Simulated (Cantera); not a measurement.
Input: 1 mol LiOH, 2 mol O2, equilibrated at 0.000680 bar.

Equilibrium computed with Cantera from the NASA thermochemical tables; the gas is ideal and each condensed phase is pure. Candidate condensed phases: H2O, Li, LiH, LiOH, Li2O; 17 gas species. Equilibrium is a limit: real reactors are often held back by kinetics, nucleation or transport.

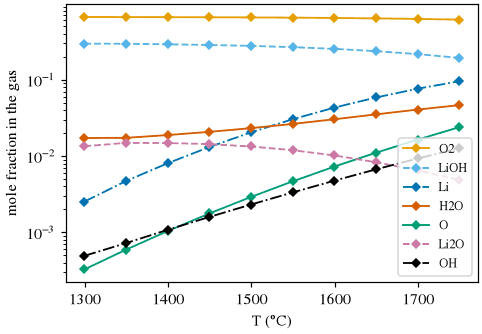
*Equilibrium gas composition (values under 1e-9 drawn at 1e-9)*

**Question.** Read off the mole fractions at 1500 °C.

**Answer.** O2 about 0.66, LiOH about 0.28, H2O about 0.023, Li about 0.021, Li2O about 0.013, O about 0.0029, OH about 0.0023.
